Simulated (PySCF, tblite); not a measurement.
**C5H14OP2Si: geometry, infrared bands and NMR shifts**

Aim: predict the infrared bands and NMR shifts of C5H14OP2Si (`C[Si@H]1CC[P@](=O)(P)CC1`).

The runs use tblite 0.8.0 and PySCF 2.14.0, with density-fitted response routines of our own; the level of theory stands in each step. All values are computed, except where a source is named. Atoms count from 0, in the outputs and in this text.

### 1 The molecule as given

23 atoms, charge 0, multiplicity 1; geometry from: force field or distance geometry start.

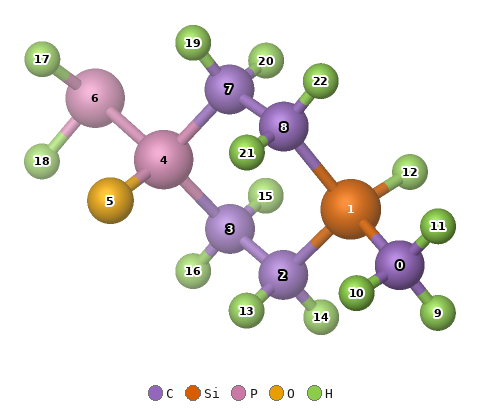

The starting geometry (carbon purple, silicon orange, phosphorus pink, oxygen amber, hydrogen green), atoms numbered.

### 2 Geometry optimisation with GFN2-xTB

What the job is given:

```
{"job": {"kind": "relax", "xc": "GFN2-xTB", "basis": "xTB"}, "charge": 0, "multiplicity": 1}
C     -3.247800     0.306300     0.475900
Si    -1.643600    -0.047700    -0.353000
C     -0.516400     1.476800    -0.422300
C      0.911400     1.174900    -0.860700
P      1.753600     0.002800     0.247800
O      1.815400     0.501500     1.653300
P      3.719400    -0.348800    -0.526400
C      0.800000    -1.511200     0.101000
C     -0.646700    -1.381400     0.586300
H     -3.815100     1.078200    -0.063600
H     -3.112500     0.663100     1.499500
H     -3.888100    -0.589100     0.522500
H     -1.854400    -0.532100    -1.720600
H     -0.507700     1.938800     0.566400
H     -0.970000     2.213700    -1.116100
H      0.920200     0.764400    -1.859400
H      1.488100     2.103600    -0.867100
H      4.204100    -1.092000     0.583000
H      4.291300     0.875900    -0.103900
H      1.298200    -2.293500     0.690000
H      0.804600    -1.837100    -0.945500
H     -0.647500    -1.108200     1.649100
H     -1.161100    -2.331800     0.501500
```

Launch:

```
$ OMP_NUM_THREADS=1 python probes_run.py task.json out
```

One launch serves the whole session: the jobs run in the order shown.

**Question.** This job is followed by: GFN2-xTB harmonic vibrations, gas phase; GIAO PBE0/pcSseg-1 NMR shielding, non-relativistic, gas phase. Predict these results of the whole session: strongest single infrared mode (GFN2-xTB); zero-point energy (GFN2-xTB); 13C shifts against TMS (PBE0/pcSseg-1, means over atoms taken as alike); 1H shifts against TMS (PBE0/pcSseg-1, means over atoms taken as alike); 29Si shifts against TMS (PBE0/pcSseg-1); 31P shifts against H3PO4 (PBE0/pcSseg-1); 17O shifts against H2O (PBE0/pcSseg-1).

The runs gave:

| quantity | value |
| --- | --- |
| strongest single infrared mode (GFN2-xTB) | 2138 cm⁻¹, 315 km/mol |
| zero-point energy (GFN2-xTB) | 111.6 kcal/mol |
| 13C shifts against TMS (PBE0/pcSseg-1, means over atoms taken as alike) | 33.4, 7.6, -4.5 ppm |
| 1H shifts against TMS (PBE0/pcSseg-1, means over atoms taken as alike) | 4.23, 2.61, 2.19, 1.63, 1.47, 1.00, 0.03 ppm |
| 29Si shifts against TMS (PBE0/pcSseg-1) | -20.4 ppm |
| 31P shifts against H3PO4 (PBE0/pcSseg-1) | 18.5, -180.1 ppm |
| 17O shifts against H2O (PBE0/pcSseg-1) | 132.5 ppm |

**Reading.** The optimisation took 49 steps and gained 0.293 eV; among the close pairs (by a distance rule), P4–P6 changed most, from 2.142 to 2.197 Å. All 63 modes are real, so the xTB geometry is a minimum. The strongest single mode, at 2138 cm⁻¹, moves mainly H12. GFN2-xTB is a fitted tight-binding method: band positions and strengths are rough. Its intensities can rank the bands wrongly. At PBE0/pcSseg-1: The largest span, 288 ppm, is at P4, where the paramagnetic term is -666 ppm.
